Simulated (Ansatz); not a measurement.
## Frequency calculation, with input and output: AlHCl₂F

AlHCl₂F, multiplicity 2, computed with UKS PBE-D4/def2-SVP (Ansatz 0.2.0).

It belongs to a series of runs on one base structure; here: vibrations at the highest image of the band. Figures and captions count atoms from 1; the log counts them from 0 in places.

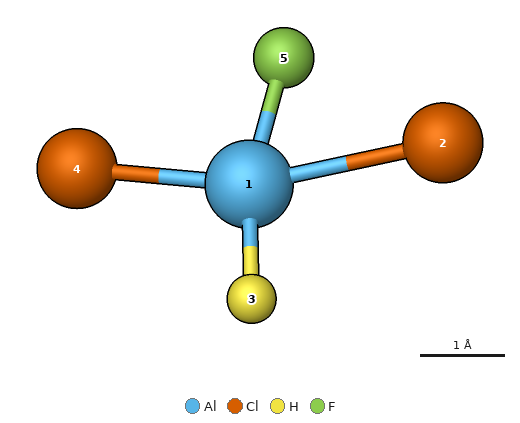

Figure 1. The structure (ball-and-stick view, seen at a tilt; atoms are numbered from 1 in the order of the input). Sticks mark near contacts. Bond lengths as drawn: Al–Cl 2.18 to 2.40 Å, Al–F 1.74 Å and Al–H 1.58 Å.

## Summary

| quantity | value |
| --- | --- |
| outcome | converged |
| total energy | −34348.5664 eV |
| mean-field energy | −34348.4534 eV |
| ⟨S²⟩ | 0.751 |
| largest force (length of the vector) | 0.008 eV/Å |
| hardware | 2 threads of Arm Neoverse V2, 24 GiB of memory available, shared host |
| wall time | 28 s (CPU time 54 s) |
| peak memory | 0.14 GiB |

## The input
```yaml
crystal:
  periodic: [false, false, false]
  atoms:
    - { symbol: Al, position_ang: [-0.127032, -0.004663, 0.750179] }
    - { symbol: Cl, position_ang: [1.621872, 0.038546, 2.38665] }
    - { symbol: H, position_ang: [0.860773, -0.017187, -0.48369] }
    - { symbol: Cl, position_ang: [-2.119459, -0.038332, -0.130743] }
    - { symbol: F, position_ang: [-0.816353, 0.021636, 2.342603] }
magnetization:
  spin_polarized: true
  initial_magnetization: 1
basis:
  gaussian: { orbitals: def2-SVP }
hamiltonian:
  xc: pbe
  dispersion: d4
phonons: {}
```

Run as:
```bash
ansatz run input.yaml --threads 2 --pin off --max-ram 3072MiB --backend cpu --events-out ev --progress --plain --runs-dir out
```

## Output
```
Engine: ansatz 0.2.0, aarch64-unknown-linux-gnu
Functional definition: PBE
  parameter kappa = 0.804
  parameter beta = 0.06672455060314922
  exchange = pbe_x(kappa = kappa, mu = beta*pi^2/3)
  correlation = pbe_c(beta = beta)
789 factors; their error is unknown
mean field evaluation 1: about -34344.9333 eV, gradient 2.8e1 eV
mean field evaluation 2: about -34314.6992 eV, gradient 9.3e1 eV
mean field evaluation 4: about -34347.2542 eV, gradient 1.3e1 eV
mean field evaluation 8: about -34348.4350 eV, gradient 2.6e0 eV
mean field evaluation 16: about -34348.4533 eV, gradient 6.2e-4 eV
mean field evaluation 32: about -34347.7689 eV, gradient 7.8e0 eV
mean field -34348.45333554 eV, -1262.2823778632 hartree, gradient 1.8e-5 eV, S^2 0.751355; 6 other end points of the search recorded, 0 dependent functions left out
the calculation of the forces begins
reference -34348.45336971 eV, -1262.2823791191 hartree; 29, 28 occupied and 44, 45 virtual orbitals, 789 factors
these checks for a lower state are left out or cut short: stability, starts, cluster_reference, orbital_swaps, neighbouring_geometries, increment
789 factors; their error is unknown
mean field -34348.45330334 eV, -1262.2823766800 hartree, gradient 1.4e-6 eV, S^2 0.751355; 0 other end points of the search recorded, 0 dependent functions left out
[... from here on the field's lines of each further geometry are left out, up to the last ...]
the calculation of the forces begins
reference -34348.45333102 eV, -1262.2823776971 hartree; 29, 28 occupied and 44, 45 virtual orbitals, 789 factors
these checks for a lower state are left out or cut short: stability, starts, cluster_reference, orbital_swaps, neighbouring_geometries, increment
789 factors; their error is unknown
mean field -34348.45327120 eV, -1262.2823754988 hartree, gradient 1.0e-6 eV, S^2 0.751354; 0 other end points of the search recorded, 0 dependent functions left out
the calculation of the forces begins
reference -34348.45330538 eV, -1262.2823767548 hartree; 29, 28 occupied and 44, 45 virtual orbitals, 789 factors
WARN: phonons: modes at or below zero, which the zero-point energy, F, S and C_V leave out: 1, the lowest at -135.88 cm⁻¹. A minimum has none, and a first-order saddle one
Total energy: -34348.56637103 eV, -1262.2865318410 hartree
Atom 0 at    -0.127032    -0.004663     0.750179 Å, force     0.006621     0.003216     0.003246 eV/Å
Atom 1 at     1.621872     0.038546     2.386650 Å, force     0.000011    -0.002097    -0.001145 eV/Å
Atom 2 at     0.860773    -0.017187    -0.483690 Å, force    -0.001852     0.000045    -0.001228 eV/Å
Atom 3 at    -2.119459    -0.038332    -0.130743 Å, force    -0.000842    -0.002125     0.000469 eV/Å
Atom 4 at    -0.816353     0.021636     2.342603 Å, force    -0.003939     0.000961    -0.001341 eV/Å
Dipole moment:     0.203178    -0.000874    -0.089599 e Å
Vibrations: -135.88 39.89 159.97 239.83 396.63 423.28 680.01 702.69 1933.31 cm⁻¹, zero-point energy 0.283652 eV
```

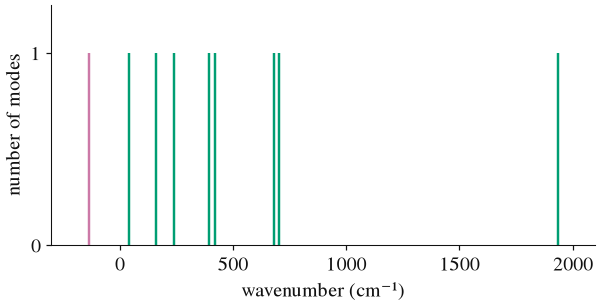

Figure 2. Harmonic vibrational wavenumbers from the force constants; neighbouring modes closer than 9 cm⁻¹ are counted in one stick, and imaginary ones are drawn at negative wavenumbers. 9 modes from 136i to 1933 cm⁻¹, 1 imaginary beyond 8i (136i cm⁻¹): a first-order saddle point, if the geometry is stationary.
